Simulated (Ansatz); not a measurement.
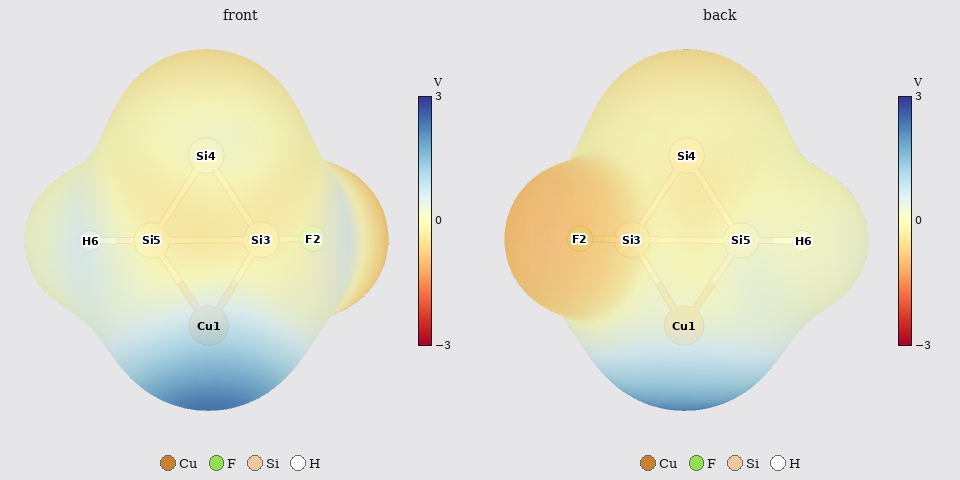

Figure 1: CuFHSi$_{3}$ (doublet). The molecular electrostatic potential painted on the density surface at 0.001 e/bohr³, seen from the front and from behind; red is negative and blue positive.

Geometry: PBE0-D3(BJ)/def2-SVP.

Method: isolated molecule in a Gaussian basis; Kohn-Sham density functional theory, functional PBE0 in Ansatz 0.2.0.

| atom | x (Å) | y (Å) | z (Å) |
| --- | --- | --- | --- |
| Cu | -0.5682 | -1.9634 | -2.3966 |
| F | -2.4436 | -0.4896 | -4.8350 |
| Si | -1.3845 | -0.2113 | -3.6130 |
| Si | -1.4890 | 1.7166 | -2.3816 |
| Si | -1.3386 | -0.1895 | -1.1599 |
| H | -2.0113 | -0.3611 | 0.1743 |

Describe the electrostatic potential map.

The most negative region (about −1.0 V) lies over F2, the most positive (about +2.3 V) over Cu1.

What dipole moment does the calculation give?

Its dipole moment is 3.58 D.
